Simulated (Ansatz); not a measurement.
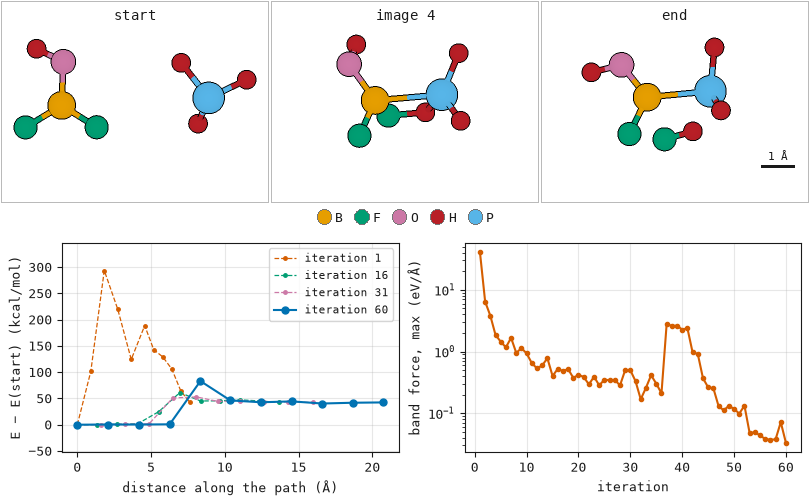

NEB run on BPH₄OF₂, made up at the start of BHOF₂ and PH₃. Images are numbered from 0 (start) to 10 (end). The plot follows the band through its iterations. Style: ball-and-stick. Shown face on.

Theory: RHF/6-31G* in Ansatz. Settings: 9 movable images; climbing image; force threshold 0.03 eV/Å; iteration limit 60; spring constant 0.5 eV/Å²; starting path through a guess of the saddle point.

### How did the profile develop, and is the result final?

The result isn't final. The band hadn't converged when the run stopped after 60 iterations. The largest component of the band force went from 41 to 0.033 eV/Å. The barrier read from it is provisional, though the highest image hardly moved in the last two iterations. The first iteration put the highest image at 293.5 kcal/mol. The highest point, image 4, lies 83.1 kcal/mol above the start and 40.6 kcal/mol above the end; the end is at +42.4 kcal/mol relative to the start.

Limits of the set-up: the start holds two separate molecules, 3.2 Å apart at their closest, whose relative position is a soft coordinate and is computed without a dispersion correction; Hartree-Fock leaves out electron correlation.
